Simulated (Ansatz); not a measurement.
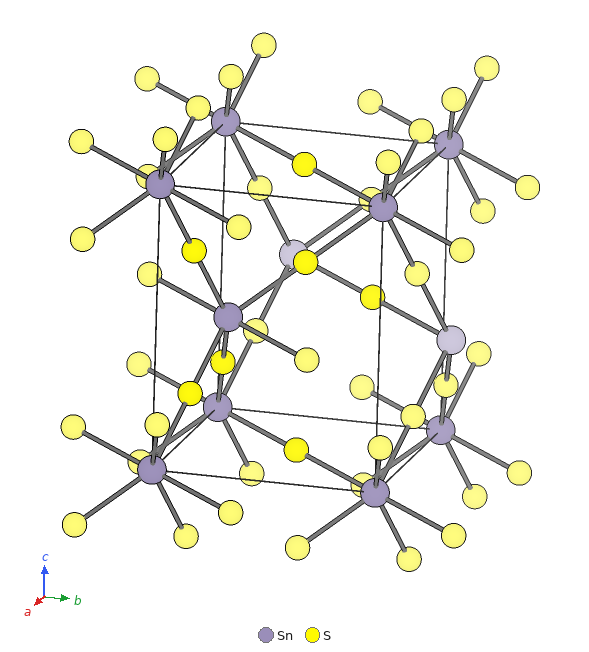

A ball-and-stick picture of a crystal structure, seen slightly off an axis. The lines enclose the simulation cell; boundary atoms appear with their images. Atoms outside the box are added where they are bonded to one inside, in fainter colours.

The program read this input:
```yaml
crystal:
  lattice:
    - [-4.9002412969, 4.9002412969, 2.6010220408]
    - [4.9002412969, -4.9002412969, 2.6010220408]
    - [4.9002412969, 4.9002412969, -2.6010220408]
  atoms:
    - { symbol: Sn, position: [0.0, 0.0, 0.0] }
    - { symbol: Sn, position: [0.75, 0.25, 0.5] }
    - { symbol: S, position: [0.5, 0.5, 0.0] }
    - { symbol: S, position: [0.875, 0.625, 0.75] }
    - { symbol: S, position: [0.875, 0.125, 0.25] }
    - { symbol: S, position: [0.875, 0.125, 0.75] }
    - { symbol: S, position: [0.375, 0.125, 0.25] }
    - { symbol: S, position: [0.25, 0.75, 0.5] }
basis:
  ecutwfc: 420
kpoints:
  mp_grid: { grid: [8, 8, 8] }
  band_path:
    path:
      - [[0.0, 0.0, 0.0], [0.0, 0.0, 0.5], [-0.5, 0.5, 0.5], [0.0, 0.0, 0.0], [0.32043575, 0.32043575, -0.32043575]]
      - [[-0.32043575, 0.67956425, 0.32043575], [-0.5, 0.5, 0.5]]
      - [[0.0, 0.0, 0.5], [0.25, 0.25, 0.25], [0.0, 0.5, 0.0], [0.0, 0.0, 0.0]]
    npoints: 14
hamiltonian:
  xc: pbe
scf:
  occupations: { method: gaussian, width: 0.1 }
  n_extra_bands: 20
output:
  forces: true
  stress: true
  eigenvalues: true
  populations: true
  dos: { projected: true, de: 0.02, nscf_kmesh: { grid: [10, 10, 10] } }
  bader: true
  write_density: true
  write_potential: true
  elf: true
  volumetric_format: npy
```
Run as:
```sh
ansatz run input.yaml --threads 1 --pin off --max-ram 2560MiB --backend cpu --events-out ev --progress --plain --runs-dir out
```

Run with DFT PBE, scalar-relativistic, plane waves, PAW (Ansatz) and these settings: a cutoff energy of 420 eV, 8×8×8 k-points, Gaussian smearing of 0.1 eV, no spin polarisation.

**What does a Bader analysis give?**

Sn +1.49 e; S -0.54 to -0.41 e.

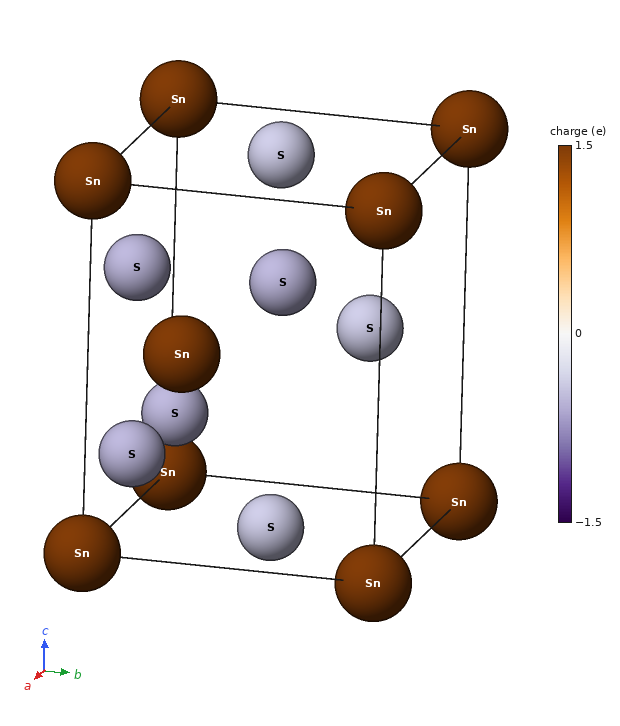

The atoms coloured by those charges.

It goes back to a structure type filled with these elements by a generator (whether the compound takes this form wasn't checked). Earlier steps of the study may have refined or changed the cell and positions. Ansatz was used for an electronic-structure calculation on it.
